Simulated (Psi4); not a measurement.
**SO3 (sulfur trioxide) at B3LYP/6-31G(d) (Cartesian functions)**

Aim: the vertical electron affinity of SO3 (sulfur trioxide) at B3LYP/6-31G* (Cartesian functions), from 2 runs. 

Program for the calculation: Psi4 1.11.

1 further run of the same task is left out (it didn't finish).

### Step 1. The molecule

SO3: 4 atoms, total charge 0, spin state singlet. As SMILES, `O=S(=O)=O`. The coordinates come from a PBE0-D4/def2-TZVP relaxation.

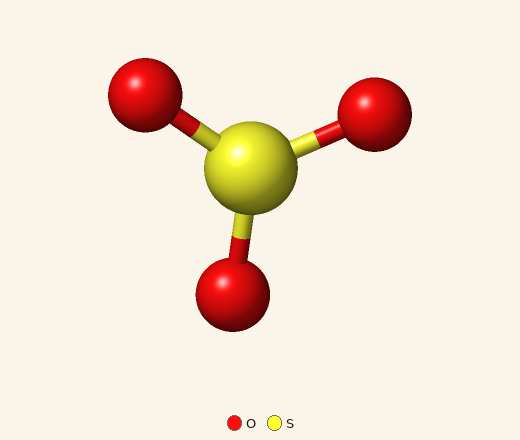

The structure, seen from a chosen angle (oxygen red, sulfur yellow).

### Step 2. A single-point energy at B3LYP/6-31G(d) (Cartesian functions)

Input file job.py:

```python
import psi4

psi4.set_memory(2200000000)
psi4.set_num_threads(1)
psi4.core.set_output_file('o3s.out', False)

molecule = psi4.geometry("""
0 1
O     -1.121570    -0.684610     0.536720
S      0.000010    -0.000030    -0.000040
O      1.308940    -0.327680     0.440460
O     -0.187380     1.012320    -0.977150
symmetry c1
""")

options = {'basis': '6-31G*', 'reference': 'rks', 'puream': False, 'e_convergence': 1e-09, 'd_convergence': 1e-08, 'scf_type': 'pk', 'dft_radial_points': 99, 'dft_spherical_points': 590}
psi4.set_options(options)

energy_value = psi4.energy("b3lyp", molecule=molecule)
print('E =', round(energy_value, 9))
```

Command:

```
$ python job.py
```

o3s.out:

```text
[...]
  Running in c1 symmetry.
[...]
  Nuclear repulsion =  184.488954358715631
[...]
  Multiplicity = 1
[...]
  Nalpha       = 20
  Nbeta        = 20
[...]
    Number of basis functions: 64
[...]
   @RKS iter   1:  -623.43469940305772    6.26138e-01   1.46838e-02 DIIS/ADIIS
[...]
   @RKS iter  10:  -623.75499656852605    0.00000e+00   6.60600e-10 DIIS
[...]
    Orbital Energies [Eh]
    ---------------------
    Doubly Occupied:
       1A    -89.176306     2A    -19.232274     3A    -19.232272
       4A    -19.232261     5A     -8.208430     6A     -6.173702
       7A     -6.171055     8A     -6.171055     9A     -1.230777
      10A     -1.095855    11A     -1.095851    12A     -0.631324
      13A     -0.565655    14A     -0.535439    15A     -0.535438
      16A     -0.426346    17A     -0.426345    18A     -0.400037
      19A     -0.400033    20A     -0.346571
[...]
  @RKS Final Energy:  -623.75499656852605
   => Energetics <=
    Nuclear Repulsion Energy =            184.4889543587156311
    One-Electron Energy =               -1224.2032477240404660
    Two-Electron Energy =                 457.5508934677909565
    DFT Exchange-Correlation Energy =     -41.5915966709920824
    Empirical Dispersion Energy =           0.0000000000000000
    VV10 Nonlocal Energy =                  0.0000000000000000
    Total Energy =                       -623.7549965685260531
[...]
 Multipole Moments:
 ------------------------------------------------------------------------------------
     Multipole            Electronic (a.u.)      Nuclear  (a.u.)        Total (a.u.)
 ------------------------------------------------------------------------------------
 L = 1.  Multiply by 2.5417464519 to convert [e a0] to [Debye]
 Dipole X            :          0.0000351            0.0000001            0.0000353
 Dipole Y            :         -0.0000595           -0.0000004           -0.0000599
 Dipole Z            :         -0.0000814           -0.0000005           -0.0000820
 Magnitude           :                                                    0.0001075
[...]
```

Standard output:

```text
E = -623.754996569
```

Wall time 13 s (1 thread of Intel Xeon at 2.50GHz (Skylake/Cascade Lake), shared host); peak memory 0.61 GiB.

### Step 3. The doublet anion

Input file input.inp:

```
memory 2200 MB

molecule {
  -1 2
  O
  S 1 R2
  O 2 R3 1 A3
  O 2 R4 3 A4 1 D4

  R2 = 1.419402
  R3 = 1.419399
  A3 = 119.99919
  R4 = 1.419405
  A4 = 120.00141
  D4 = 179.99097
  units angstrom
  symmetry c1
  no_reorient
  no_com
}

set {
  basis                6-31G*
  reference            uks
  puream               false
  e_convergence        1e-09
  d_convergence        1e-08
  scf_type             pk
  dft_radial_points    99
  dft_spherical_points 590
  maxiter              100
}

e_tot, wfn = energy('b3lyp', return_wfn=True)
oeprop(wfn, 'WIBERG_LOWDIN_INDICES', 'LOWDIN_CHARGES', 'MULLIKEN_CHARGES')
```

Command:

```
$ psi4 -n 1 input.inp input.out
```

input.out, cut to the lines that bear on the results:

```text
[...]
  Running in c1 symmetry.
[...]
  Nuclear repulsion =  184.488964456862902
[...]
  Multiplicity = 2
[...]
  Nalpha       = 21
  Nbeta        = 20
[...]
    Number of basis functions: 64
[...]
   @UKS iter   1:  -623.38951458104452    6.71323e-01   1.54291e-02 DIIS/ADIIS
[...]
   @UKS iter  14:  -623.73271507411710   -9.57129e-10   7.73530e-09 DIIS
[...]
   @S^2 Observed:                7.530876742E-01
[...]
  @UKS Final Energy:  -623.73271507411710
   => Energetics <=
    Nuclear Repulsion Energy =            184.4889644568629024
    One-Electron Energy =               -1237.0121667407906898
    Two-Electron Energy =                 470.7539617785651558
    DFT Exchange-Correlation Energy =     -41.9634745687544708
    Empirical Dispersion Energy =           0.0000000000000000
    VV10 Nonlocal Energy =                  0.0000000000000000
    Total Energy =                       -623.7327150741170954
[...]
 Multipole Moments:
 ------------------------------------------------------------------------------------
     Multipole            Electronic (a.u.)      Nuclear  (a.u.)        Total (a.u.)
 ------------------------------------------------------------------------------------
 L = 1.  Multiply by 2.5417464519 to convert [e a0] to [Debye]
 Dipole X            :         -0.0029092            0.0000007           -0.0029085
 Dipole Y            :         -0.0000085           -0.0000000           -0.0000085
 Dipole Z            :          0.0000270            0.0000001            0.0000271
 Magnitude           :                                                    0.0029087
[...]
  Mulliken Charges: (a.u.)
   Center  Symbol    Alpha    Beta     Spin     Total
       1     O     4.37578  4.21813  0.15765 -0.59391
       2     S     7.87266  7.34560  0.52706  0.78174
       3     O     4.37578  4.21813  0.15765 -0.59391
       4     O     4.37578  4.21813  0.15765 -0.59391
   Total alpha = 21.00000, Total beta = 20.00000, Total charge = -1.00000
  Lowdin Charges: (a.u.)
   Center  Symbol    Alpha    Beta     Spin     Total
       1     O     4.44305  4.26640  0.17665 -0.70946
       2     S     7.67028  7.20012  0.47016  1.12961
[...]
```

Wall time 26 s (1 thread of Intel Xeon at 2.50GHz (Skylake/Cascade Lake), shared host); peak memory 0.61 GiB.

### Step 4. Outcome

At B3LYP/6-31G* (Cartesian functions):

```
                                         quantity          value
                        singlet SO3: total energy  -623.75500 Eh
                       singlet SO3: dipole moment         0.00 D
                         singlet SO3: HOMO energy       -9.43 eV
                         singlet SO3: LUMO energy       -2.47 eV
                       singlet SO3: HOMO–LUMO gap        6.96 eV
                      doublet anion: total energy  -623.73272 Eh
doublet anion: HOMO energy (highest over α and β)        3.68 eV
 doublet anion: LUMO energy (lowest over α and β)        5.33 eV
                              doublet anion: ⟨S²⟩          0.753
vertical electron affinity (to the doublet anion)      -0.606 eV
```

In words: The anion lies 0.61 eV (58.5 kJ/mol) above the neutral: the electron isn't bound at this level, and such a value depends on the basis. Without diffuse functions anions come out too high. Mulliken charges (doublet anion) run from -0.59 on O1 to +0.78 on S2; they depend strongly on the basis. The HOMO (doublet anion) lies at positive energy, 3.68 eV; only total energies tell whether the electron is bound.
